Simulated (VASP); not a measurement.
Band structure of ZrSe₂ (1T layered). All values below come from LDA (Ceperley-Alder, Perdew-Zunger) with spin-orbit coupling, VASP's LDA PAW potentials (set 64) (plane waves; VASP).

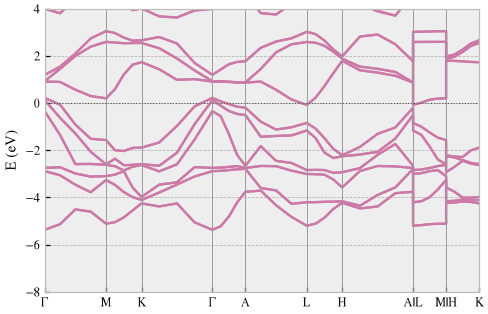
*Bands along high-symmetry lines, zero at the valence-band maximum or, without a gap, the Fermi level*

**Question.** Read the plot: is there a gap, and where are the band edges?

**Answer.** It has no gap at this level: it comes out as a metal or semimetal.

The compound is ZrSe2 in the 1T layered structure. It was relaxed first, which changed the volume by -7 %.
